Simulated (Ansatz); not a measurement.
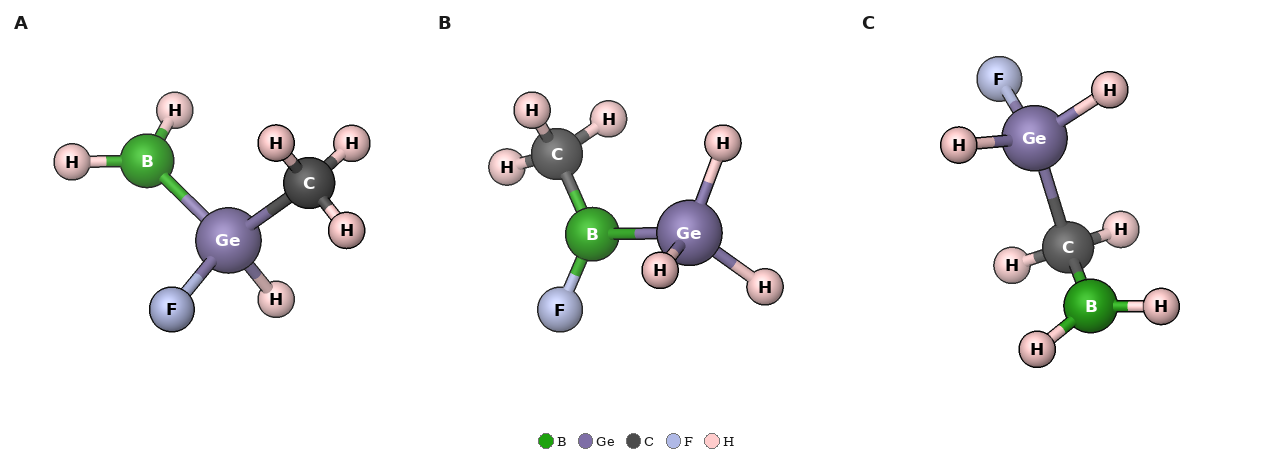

3 stationary structures of one formula. Geometries: PBE-D4/def2-SVP. Electronic energies: PBE-D4/def2-SVP (Ansatz 0.2.0), without zero-point energy. No frequency run is at hand to confirm each as a minimum. Each is one conformer, not always the lowest.

Question: Rank them by energy, lowest first.

Answer: B is lowest; C lies 109.8 kJ/mol above it, A lies 142.6 kJ/mol above it. A is `[BH2][Ge@@H]([CH3])[F]`, B is `C[B](F)[GeH3]`, C is `B[CH2][GeH2][F]`.
